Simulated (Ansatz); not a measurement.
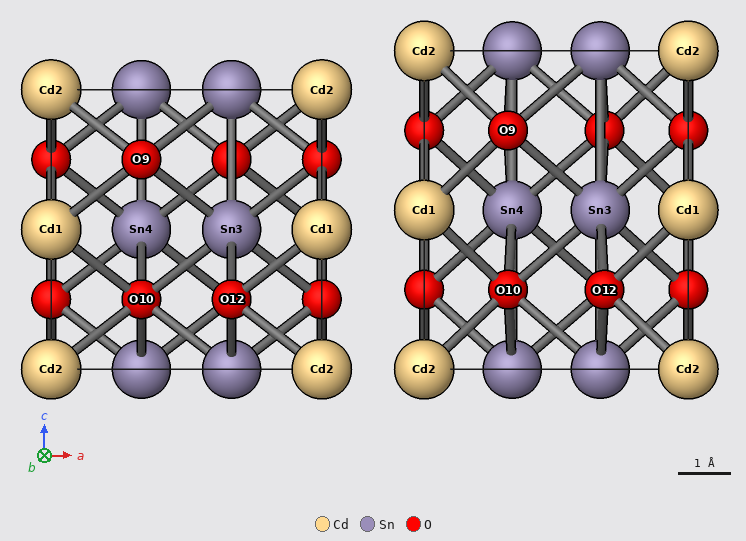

Two geometries of crystalline CdSn₂O₃ (a generated structure, set up in P6_3/mcm) (coarse preliminary run), drawn at one scale. One is the start of a relaxation, the other its converged end. Style: ball-and-stick. Shown: the cell of the calculation, along the b axis.

All numbers below come from DFT PBE, scalar-relativistic, plane waves, PAW in Ansatz. Set-up: plane-wave cutoff 420 eV; k-point mesh 3 × 3 × 4; occupations gaussian; smearing width 0.1 eV; no spin polarisation; cell and atoms relaxed; force threshold 0.04 eV/Å; at most 70 steps.

Which one is relaxed?

The right one is the relaxed one. The largest moves relative to the cell, 0.095 Å, are those of O atoms. Sn and Cd stay in place. The drawn cell changes as follows: a = b 6.099 → 5.953 Å (−2.4 %), c 5.458 → 6.213 Å (+13.8 %); the volume changes by +8.5 %. Among the contacts that change: Cd–Cd 2.729 → 3.107 Å, Sn–Sn 2.729 → 3.107 Å, O–Sn 2.448 → 2.559 Å. Bond angles that change, for instance: Cd–O–Cd 67.7° → 78.8°, O–Cd–O 88.0° → 96.0°, O–Cd–O 92.0° → 84.0°. The space group stays P6_3/mcm (No. 193). The energy falls by 152 meV per atom in 5 accepted moves (7 points after the start). Largest force component: 0.65 eV/Å at the start, 0.0015 eV/Å at the end. Pressure: 12.84 GPa at the start and 0.00 GPa at the end. The SCF was repeated twice at an unchanged geometry on a basis and grid sized afresh for the cell, which shifted the energy by 11.2 meV per atom at most. The run took 2.6 min on 1 thread of Intel(R) Xeon(R) Processor @ 2.50GHz (Skylake/Cascade Lake), on a shared host, peak memory 0.54 GiB.
